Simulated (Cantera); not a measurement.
Input: 1 mol PbS, 16 mol H2, equilibrated at 1 atm.

These are equilibrium values from Cantera (NASA tables, ideal gas, pure condensed phases), not measurements of a reactor. Candidate condensed phases: Pb, PbS, S; 10 gas species. The numbers say what is thermodynamically allowed, not how fast it happens.

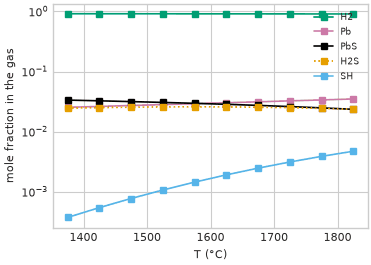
Figure. Equilibrium gas composition (values under 1e-9 drawn at 1e-9)

**Question.** Read off the mole fractions at 1825 °C.

**Answer.** H2 about 0.91, Pb about 0.035, H2S about 0.024, PbS about 0.023, SH about 0.0047.
